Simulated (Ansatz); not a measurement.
V3Si, pressure series

Consider V₃Si in the A15 (Cr3Si type) structure (space group Pm-3n, No. 223; a = 4.701 Å).

Cell and atoms are relaxed at each pressure.

Level of theory: PBE, PAW, 420 eV (Ansatz, a quantum-chemistry and plane-wave program; spin-orbit coupling left out), earlier PAW set.

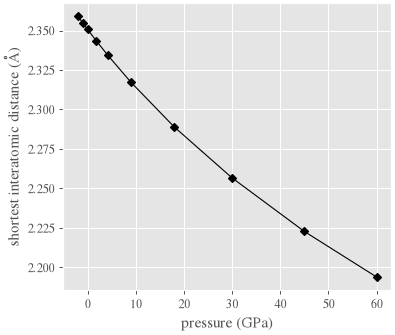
Shortest interatomic distance against pressure

| pressure (GPa) | shortest interatomic distance |
|---|---|
| -2 | 2.359 Å |
| -1 | 2.355 Å |
| 1.8 | 2.344 Å |
| 4.2 | 2.334 Å |
| 9 | 2.317 Å |
| 18 | 2.289 Å |
| 30 | 2.257 Å |
| 45 | 2.223 Å |
| 60 | 2.194 Å |

Load acts through the strain it causes; cell and atoms are relaxed under it. Whether these cells are dynamically stable was not tested. Competing high-pressure phases were not computed. Starting moments died away, wholly or in part, for the base; another magnetic solution may exist. The final runs are not spin-polarised.
